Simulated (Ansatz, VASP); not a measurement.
# Cross-check of NaSrLiS2 between VASP and Ansatz

Wanted: the spread between two codes on one cell, functional and k mesh. The cell is invented: As first built, before any earlier steps moved the atoms (in the runner's words): it takes the NaLiCdS2 structure with some of its atoms replaced by other elements, volume scaled by an estimate. It may not be a known or stable phase. The cell is taken from a series of VASP runs on this material, whose earlier steps may have relaxed, scaled or displaced it; both programs get it as it stands. Valence electrons are named where the data sets of a main pair hold unlike numbers.

Main program and level: Ansatz 0.2.0; plane waves, with VASP 6.6.1 beside it; band structure at HSE06.

## (1) The starting structure

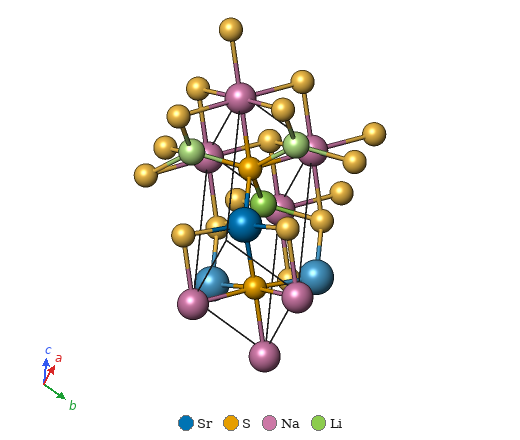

Start, viewed from a free direction; strontium blue, sulfur orange, sodium pink, lithium green. Some periodic images of atoms are drawn too.

## (2) Ansatz: band structure, HSE06

Ansatz runs on its default PAW (the set named soft_2) files.

Levels along a path test the potential and the projectors away from the mesh points.

input.yaml reads:

```yaml
crystal:
  lattice:
    - [4.3660983257, 0.0, 0.0]
    - [-2.1830491678, 3.7811520644, 0.0]
    - [0.0, 0.0, 7.4936637596]
  atoms:
    - { symbol: Sr, position: [0.666666667, 0.333333333, 0.3571367486] }
    - { symbol: S, position: [0.333333333, 0.666666667, 0.1821602464] }
    - { symbol: S, position: [0.666666667, 0.333333333, 0.7400622896] }
    - { symbol: Na, position: [0.0, 0.0, 0.9665531349] }
    - { symbol: Li, position: [0.333333333, 0.666666667, 0.7515155805] }
hamiltonian:
  xc: { exchange: pbe, correlation: pbe, exx: { coeff: 0.25, omega: 0.2 } }
  pseudopotentials: { kind: paw }
kpoints:
  mp_grid: { grid: [4, 4, 2] }
  band_path:
    path:
      - [0.0, 0.0, 0.0]
      - [0.4, 0.0, 0.0]
      - [0.4, 0.2, 0.0]
      - [0.2, 0.2, 0.0]
      - [0.0, 0.0, 0.1]
      - [0.0, 0.0, 0.5]
      - [0.4, 0.0, 0.5]
      - [0.4, 0.2, 0.5]
      - [0.2, 0.2, 0.5]
      - [0.5, 0.0, 0.4]
      - [0.33333, 0.33333, 0.0]
      - [0.33333, 0.33333, 0.5]
    npoints: 1
scf:
  occupations: { method: gaussian, width: 0.05 }
  n_extra_bands: 8
output:
  forces: true
  stress: true
  eigenvalues: true
```

On the command line:

```
> ansatz run input.yaml --threads 4 --pin off --max-ram 9216MiB --backend cpu --events-out ev --progress --plain --runs-dir out
```

Numbers of over 12 decimals in the logs are rounded to 6 here.

What it wrote:

```text
Warning: output.stress: scf.convergence.dr2_threshold = 1e-7 eV (the SCF's general default) is looser than the 5e-10 eV advised for a printed stress (1e-10 eV for each atom of the cell: 5). What an SCF threshold leaves in a stress goes as its square root, and in the free energy as the threshold itself, and one threshold admits the most on a small cell: [figures from the program's tests cut] Set scf.convergence.dr2_threshold to 5e-10 eV or tighter. The threshold is an SCF's pass mark: one that does not reach it within its budget of iterations ends unconverged, or closes short of it on a stop that the run arms, and scf.convergence.dr2_threshold's page says what that costs each kind of run
Warning: output.stress: scf.exx.energy_threshold = 1e-6 eV is looser than the 5e-8 eV advised for a stress under a hybrid functional (1e-8 eV for each atom of the cell: 5). Every SCF of the exchange loop can meet its threshold on dr2 while the loop round them stops early: no threshold on dr2 bounds what that leaves in the stress. Set scf.exx.energy_threshold to 5e-8 eV or tighter. The threshold is the loop's pass mark: a loop that does not reach it within its budget of cycles ends unconverged, and scf.exx.energy_threshold's page has the law
scf.n_extra_bands = 8 over 17 filled bands (N_el = 34.0): the run solves 25 bands
Engine: ansatz 0.2.0, aarch64-unknown-linux-gnu
Pseudopotentials: kind: paw
Pseudopotential: Sr, paw, valence charge 10, recommended cutoff 420 eV (normal), Sr.paw.azcp
Pseudopotential: S, paw, valence charge 6, recommended cutoff 420 eV (normal), S.paw.azcp
Pseudopotential: Na, paw, valence charge 9, recommended cutoff 420 eV (normal), Na.paw.azcp
Pseudopotential: Li, paw, valence charge 3, recommended cutoff 420 eV (normal), Li.paw.azcp
Functional definition: unnamed
  parameter a_1 = 0.25
  parameter omega_1 = 0.2/angstrom
  exchange = pbe_x + (-a_1)*pbe_x_sr(omega_1) + a_1*exact_x_sr(omega_1)
  correlation = pbe_c
Crystal: 5 atoms, lattice volume = 123.712 Å³
Basis set: ecut = 420 eV, 2431 PW (Γ), exchange–correlation on 60×60×108 points (8 copies of the dense FFT grid, shifted against one another)
Bands: 25, of which v1, the nominal top of the filled ones, is band 17 counted from 1 (16 counted from 0)
Symmetry: 6 space group operations
Space group: P3m1 (ITA 156), of the structure as read, at distance tolerance 5.0e-5 Å
k-points: 8 of 32 (time reversal used)
Non-local potential: Sr, projectors of the file, l = 0: 3, l = 1: 2, l = 2: 2
Non-local potential: S, projectors of the file, l = 0: 2, l = 1: 2, l = 2: 2
Non-local potential: Na, projectors of the file, l = 0: 3, l = 1: 2, l = 2: 1
Non-local potential: Li, projectors of the file, l = 0: 3, l = 1: 2, l = 2: 1
PAW form: soft (Blöchl's): semilocal exchange-correlation on the pseudo side does not see the compensation charge
PAW frozen core: Sr, regenerated for the run's functional, and the local potential with it (the file was generated under x = pbe(κ = 0.804, μ = 0.219515), c = pbe(β = 0.066725))
PAW frozen core: S, regenerated for the run's functional, and the local potential with it (the file was generated under x = pbe(κ = 0.804, μ = 0.219515), c = pbe(β = 0.066725))
PAW frozen core: Na, regenerated for the run's functional, and the local potential with it (the file was generated under x = pbe(κ = 0.804, μ = 0.219515), c = pbe(β = 0.066725))
PAW one-centre angular grid: Sr, 110 points (default); XC on 64 Gauss nodes
PAW one-centre angular grid: S, 110 points (default); XC on 64 Gauss nodes
PAW one-centre angular grid: Na, 110 points (default); XC on 96 Gauss nodes
PAW one-centre angular grid: Li, 110 points (default); XC on 96 Gauss nodes
Initial density: superposition of atomic densities (neutral atoms: chi_scale 0, normalization atom), corrected by the library's trained network
Initial wavefunctions: pseudopotential atomic-orbital guess
Functional: x = pbe(κ = 0.804, μ = 0.219515), c = pbe(β = 0.066725), warm-up for x = pbe(κ = 0.804, μ = 0.219515) + 0.25 (exact − pbe) at short range (hse, ω = 0.2 Å⁻¹), c = pbe(β = 0.066725)
SCF iter   1: F=—  HF=-7046.617207 eV  |F-HF|=—  |Δ(HF+E_count)|=         —  Δρ=1.13e-3  dr2=3.06e-3  ethr=1.77e-3  ⟨swp⟩=12.5  Hψ=1123  notcnv=0
preconditioner: auto → none  [insulator: Δε(μ)=2.621 eV  Ē_g=12.515 eV  σ=0.050 eV  W_gap=1.00  n_scr=22 (ndim 8)  ℏωp=15.7 eV  f_vac=0.030  D(μ)=0.00/eV (n_scr^D=0)]
SCF iter   2: F=—  HF=-7046.617794 eV  |F-HF|=—  |Δ(HF+E_count)|=   5.87e-4  Δρ=6.35e-4  dr2=1.18e-3  ethr=9.01e-6  ⟨swp⟩=4.6  Hψ=540  notcnv=0
SCF iter   3: F=-7046.617650 eV  HF=-7046.617639 eV  |F-HF|=1.09e-5  |Δ(HF+E_count)|=   1.55e-4  Δρ=3.16e-4  dr2=1.51e-4  ethr=3.48e-6  ⟨swp⟩=3.0  Hψ=386  notcnv=0
SCF 1 stopped early in 3 iterations: F = -7046.617650 eV  dr2 = 1.51e-4
  greatest PAW one-centre occupation: 1.000 electrons in one spin orbital (limit 2), on the Li atom at site 4 (counted from 0), in its partial waves of l = 0
Initial density: handed on by an earlier stage of this run
Initial wavefunctions: those handed on with the density
Functional: x = pbe(κ = 0.804, μ = 0.219515) + 0.25 (exact − pbe) at short range (hse, ω = 0.2 Å⁻¹), c = pbe(β = 0.066725)
Exchange kernel: α = 0.2500, screened, ω = 0.2000 Å⁻¹, Wigner–Seitz truncation, v(0) = 1113.7936 eV·Å³, q-mesh 4×4×2, nearest image of the exchange supercell L = 14.99 Å, pair-density grid 18×18×32, without the augmentation charges, whose exchange is taken in its separable form by FFT convolution over the k-point mesh (sized by the pseudopotential files, 27×27×54 at the most), smooth part of the exact exchange by density-matrix convolution
Frozen-core exchange: fock
SCF iter   1: F=—  HF=-7050.831807 eV  |F-HF|=—  |Δ(HF+E_count)|=         —  Δρ=3.62e-3  dr2=1.86e-2  ethr=4.43e-6  ⟨swp⟩=10.0  Hψ=1003  notcnv=0
preconditioner: auto → none  [insulator: Δε(μ)=3.620 eV  Ē_g=10.654 eV  σ=0.050 eV  W_gap=1.00  n_scr=22 (ndim 8)  ℏωp=13.4 eV  f_vac=0.031  D(μ)=0.00/eV (n_scr^D=0)]
SCF iter   2: F=—  HF=-7050.825666 eV  |F-HF|=—  |Δ(HF+E_count)|=   6.14e-3  Δρ=1.43e-3  dr2=5.07e-3  ethr=4.43e-6  ⟨swp⟩=4.0  Hψ=609  notcnv=0
SCF iter   3: F=—  HF=-7050.824927 eV  |F-HF|=—  |Δ(HF+E_count)|=   7.38e-4  Δρ=6.36e-4  dr2=1.55e-3  ethr=4.43e-6  ⟨swp⟩=3.4  Hψ=402  notcnv=0
SCF iter   4: F=—  HF=-7050.830578 eV  |F-HF|=—  |Δ(HF+E_count)|=   5.65e-3  Δρ=4.58e-4  dr2=3.30e-4  ethr=2.69e-6  ⟨swp⟩=3.9  Hψ=494  notcnv=0
iter 5 solved again at ethr=2.29e-8 eV; its pass at ethr=9.09e-7 eV (dr2=7.79e-6 eV) is discarded
SCF iter   5: F=—  HF=-7050.830503 eV  |F-HF|=—  |Δ(HF+E_count)|=   7.56e-5  Δρ=8.94e-5  dr2=1.74e-5  ethr=2.29e-8  ⟨swp⟩=4.1  Hψ=854  notcnv=0  defer=1
SCF iter   6: F=—  HF=-7050.830584 eV  |F-HF|=—  |Δ(HF+E_count)|=   8.12e-5  Δρ=5.77e-5  dr2=1.46e-5  ethr=2.29e-8  ⟨swp⟩=4.2  Hψ=540  notcnv=0
SCF iter   7: F=-7050.830579 eV  HF=-7050.830581 eV  |F-HF|=1.15e-6  |Δ(HF+E_count)|=   3.32e-6  Δρ=1.39e-5  dr2=5.20e-7  ethr=2.29e-8  ⟨swp⟩=3.0  Hψ=385  notcnv=0
SCF 2 stopped early in 7 iterations: F = -7050.830579 eV  dr2 = 5.20e-7
  Residual-converged pass: ⟨swp⟩=4.0  Hψ=555  notcnv=0  max |occ|·‖R‖ = 6.5e-6 eV (tolerance 6.7e-6 eV)  dr2=5.24e-7  dr2_onsite=1.13e-8  max |Δocc| = 0.0e0
  greatest PAW one-centre occupation: 0.999 electrons in one spin orbital (limit 2), on the Na atom at site 3 (counted from 0), in its partial waves of l = 0
hybrid outer 1: dexx = +6.290e-3 eV, tail = 9.16e-6 eV
Exchange kernel: α = 0.2500, screened, ω = 0.2000 Å⁻¹, Wigner–Seitz truncation, v(0) = 1113.7936 eV·Å³, q-mesh 4×4×2, nearest image of the exchange supercell L = 14.99 Å, pair-density grid 18×18×32, without the augmentation charges, whose exchange is taken in its separable form by FFT convolution over the k-point mesh (sized by the pseudopotential files, 27×27×54 at the most), smooth part of the exact exchange by density-matrix convolution
Frozen-core exchange: fock
SCF iter   1: F=—  HF=-7050.830527 eV  |F-HF|=—  |Δ(HF+E_count)|=         —  Δρ=3.09e-5  dr2=5.85e-7  ethr=1.35e-7  ⟨swp⟩=6.6  Hψ=587  notcnv=0
preconditioner: auto → none  [insulator: Δε(μ)=3.619 eV  Ē_g=10.616 eV  σ=0.050 eV  W_gap=1.00  n_scr=22 (ndim 8)  ℏωp=13.4 eV  f_vac=0.035  D(μ)=0.00/eV (n_scr^D=0)]
SCF iter   2: F=—  HF=-7050.830527 eV  |F-HF|=—  |Δ(HF+E_count)|=   2.65e-7  Δρ=9.19e-6  dr2=3.99e-8  ethr=1.56e-9  ⟨swp⟩=3.1  Hψ=416  notcnv=0
SCF iter   3: F=—  HF=-7050.830527 eV  |F-HF|=—  |Δ(HF+E_count)|=   8.71e-8  Δρ=3.34e-6  dr2=9.03e-9  ethr=9.08e-11  ⟨swp⟩=4.9  Hψ=555  notcnv=0  defer=5
SCF iter   4: F=-7050.830527 eV  HF=-7050.830527 eV  |F-HF|=9.09e-11  |Δ(HF+E_count)|=   3.36e-9  Δρ=4.61e-7  dr2=2.48e-10  ethr=2.50e-11  ⟨swp⟩=3.2  Hψ=459  notcnv=0  defer=1
SCF 3 converged in 4 iterations: F = -7050.830527 eV  dr2 = 2.48e-10
  Residual-converged pass: ⟨swp⟩=3.4  Hψ=462  notcnv=0  max |occ|·‖R‖ = 7.0e-7 eV (tolerance 7.0e-7 eV)  dr2=2.54e-10  dr2_onsite=3.27e-11  max |Δocc| = 0.0e0
hybrid outer 2: dexx = +1.193e-7 eV, tail = 4.42e-9 eV, Δε = 2.70e-3 eV (about 6.87e-5 eV left of the loop's levels), ΔF = 2.45e-3 eV/Å (tail 2.92e-4)
NSCF: frozen V_eff on 12 k-points
hybrid SCF converged: 2 outer / 11 inner (+3 warm-up), last move |dexx| = 1.19e-7 eV, tail = 4.42e-9 eV
Stability not checked: this state was not tested for a lower state beside it, because the functional holds exact exchange (a hybrid, or Hartree-Fock), whose exchange loop this test does not read (fock_operator; see scf.lower_state_search)
Free energy (F): -7050.830527 eV
Frozen-core exchange: fock
Harris-Foulkes:  -7050.830527 eV  (|F-HF|=9.09e-11)
Internal energy: -7050.830527 eV  (E = F + TS)
E sigma→0 (E₀):  -7050.830527 eV
Fermi energy:    4.312760 eV
--- Per-component energies (eV) ---
  E_band       = -493.327115
  E_kinetic    = 603.395839
  E_local      = -2529.488711  (includes V_loc(G=0)·N_el)
  E_nonlocal   = 339.953484
  E_hartree    = 834.154369
  E_xc         = -335.991059
  E_vxc        = -322.899211  (∫ρ·V_xc dr)
  E_exx        = -101.037279  (= α·E_x^exact, valence–valence)
  E_paw        = -4165.824736  (= ΣΔE_a)
  E_vpaw       = -50.522998  (= ΣTr[D̂ρ^β])
  E_aug_tail   = 0.000004  (compensation charges beyond the density's cutoff)
  E_ewald      = -1695.399642
  E_core_change = -0.592796  (= ΣΔE_core)
  E_smearing   = -0.000000  (= −TS)
  E_closure    = -0.000000  (closes the sum)
  Σ components = -7050.830527   (vs F -7050.830527, Δ=0.00e0)
--- Forces (eV/Å), atoms counted from 1 ---
  atom   1  Sr     0.00000000     0.00000000    -0.04120794
  atom   2  S      0.00000000    -0.00000000     0.06303526
  atom   3  S     -0.00000000     0.00000000    -0.05473618
  atom   4  Na    -0.00000000    -0.00000000    -0.00007645
  atom   5  Li    -0.00000000    -0.00000000     0.03298255
  max |Σ_I F_I| component: 2.75e-6 eV/Å
--- Stress (GPa, compression-positive) ---
       -0.520159      -0.000000       0.000000
       -0.000000      -0.520159       0.000000
        0.000000       0.000000      -0.522622
  P = ⅓ Tr σ = -0.5210 GPa (-5.210 kbar)
--- Band table (eV; the first three rows and the last of 8) ---
  k-point 0: bands = [... 13 lower, 1.7969, 2.2392, 2.4711, 2.4711, 6.1220, 8.5739, 8.9977, 8.9977, ... 4 higher]
  k-point 1: bands = [... 13 lower, 1.7681, 1.7681, 2.5031, 2.5031, 7.1217, 8.2357, 9.0826, 9.0826, ... 4 higher]
  k-point 2: bands = [... 13 lower, 1.5469, 1.7928, 2.1994, 2.2780, 7.2138, 7.8738, 8.7867, 9.2671, ... 4 higher]
  k-point 7: bands = [... 13 lower, 1.2473, 1.6086, 2.0670, 2.4096, 7.1548, 7.5556, 9.5018, 9.7494, ... 4 higher]
```

Elapsed: 40 s, on 4 threads of Arm Neoverse V1, shared host; peak memory 1.2 GiB.

Reading the cycles: dr2 is the Hartree energy of the density residual (eV), the measure of convergence; HF is the Harris–Foulkes estimate of the energy, which meets the free energy F at convergence.

(Part 1 of 2 ends here.)

[Lines on the potential files, build, host, timing and source positions are cut from VASP's logs without a mark.]

[Logs are printed without paths, hosts, clocks, repeated set-up lines and the standing remarks that a program may print on its own settings, such as how far it seeks lower states.]

[Hosts, paths, dates, database ids (printed as entryN), source tags and the programs' standing remarks are cut or masked in the printed files.]
